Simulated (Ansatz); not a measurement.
BNH2 (SMILES B[N]): the energy, rung by rung

The species is BNH2 (4 atoms), meant as a triplet with charge 0. As SMILES, `B[N]`. The shape is that of a GFN2-xTB optimisation.

```xyz
4

B    -0.0357    0.0066   -0.0239
N     1.0418   -0.1917    0.6977
H    -1.0569   -0.4740    0.3346
H     0.0509    0.6591   -1.0083
```

Quantity: the energy change with the B1–H4 bond stretched from 1.184 to 1.776 Å, in eV. The values are calculated.

```csv
level,kind,program,value (eV),CPU time (all runs)
UHF/STO-3G,Hartree–Fock,Ansatz,2.81,0.17 s
USVWN5/STO-3G,LDA,Ansatz,2.06,2.4 s
UBLYP/STO-3G,GGA,Ansatz,1.94,5.1 s
U-r2SCAN0/STO-3G,hybrid meta-GGA,Ansatz,2.44,17 s
UBHLYP/STO-3G,global hybrid,Ansatz,2.57,2.3 s
UHSE06/STO-3G,range-separated hybrid,Ansatz,2.36,7.1 s
UB2PLYP/STO-3G,double hybrid,Ansatz,2.41,2.8 s
RPA@PBE/STO-3G,RPA,Ansatz,2.08,6.9 s
UCCSD/STO-3G,coupled cluster or CI,Ansatz,2.15,0.44 s
UCCSDT(Q)/STO-3G,coupled cluster or CI,Ansatz,2.12,2.9 s
```

The first shape isn't each level's own minimum. The values span 1.94 to 2.81 eV. Spin contamination of the reference (⟨S²⟩ at least 0.1 too high) touches UHF/STO-3G, UCCSD/STO-3G, UCCSDT(Q)/STO-3G. All rows use very small basis sets, so none should be taken for the real molecule's value. In so small a basis fixed costs decide the times, and correlated methods can beat functionals. Times are those of the runs behind each value, whatever else they computed, on shared processors of several kinds: orders of magnitude only.

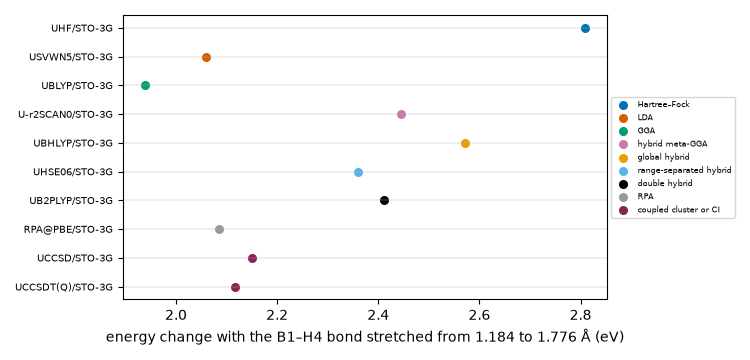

The values of the table, level by level.
